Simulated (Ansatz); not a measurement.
| atom | x (Å) | y (Å) | z (Å) |
| --- | --- | --- | --- |
| Al | 0.0000 | 0.0000 | -0.6484 |
| Cl | 0.0000 | 0.0007 | 3.6870 |
| H | 1.3751 | -0.0001 | -1.4744 |
| H | -1.3751 | -0.0001 | -1.4744 |
| H | 0.0000 | -0.0005 | 4.9803 |

Level of theory: UKS B3LYP/def2-SVPD in Ansatz 0.2.0.

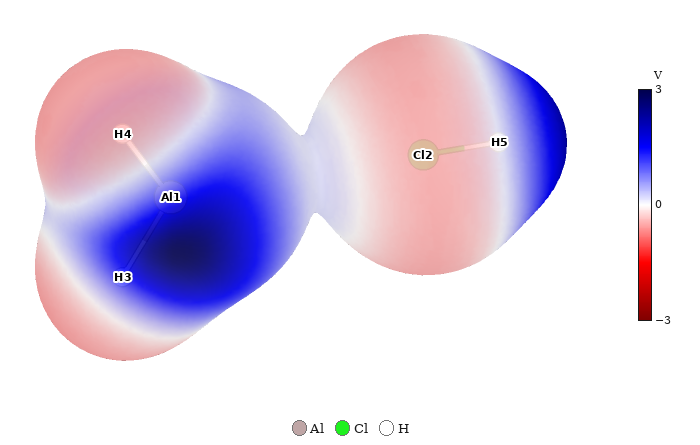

AlH₂···HCl (doublet). The electrostatic potential painted on the density surface at 0.002 e/bohr³, seen at a tilt; red is negative and blue positive.

Q: Describe the electrostatic potential map.

A: The most negative region (about −0.5 V, or −12 kcal/mol for a unit charge) lies over H3 and H4, the most positive (about +2.9 V, or +67 kcal/mol for a unit charge) over Al1.
